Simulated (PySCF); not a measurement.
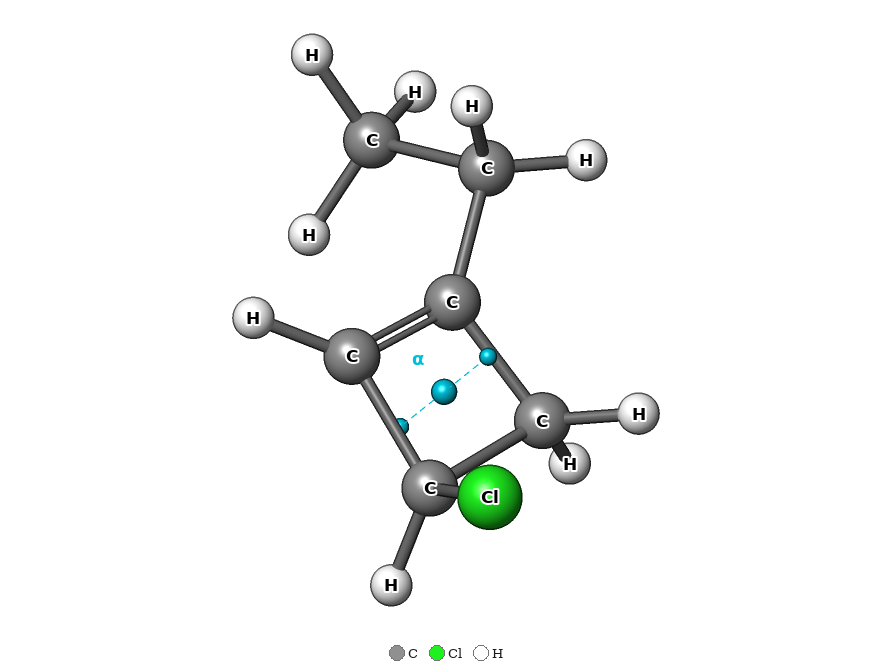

The small points mark where nucleus-independent chemical shifts (NICS) were computed: at the centre of each lettered ring and 1 Å above and below it. Geometry: a frame of a GFN2-xTB molecular-dynamics simulation, not a minimum. Method: GIAO PBE0/pcSseg-1 NMR shielding, non-relativistic, gas phase (PySCF 2.14.0).

Give NICS(0), NICS(1) and the out-of-plane component NICS(1)zz for each ring (means of the two sides).

| ring | members | NICS(0) | NICS(1) | NICS(1)zz |
| --- | --- | --- | --- | --- |
| α | C4 | −0.2 | −2.2 | 1.3 |

Values in ppm.
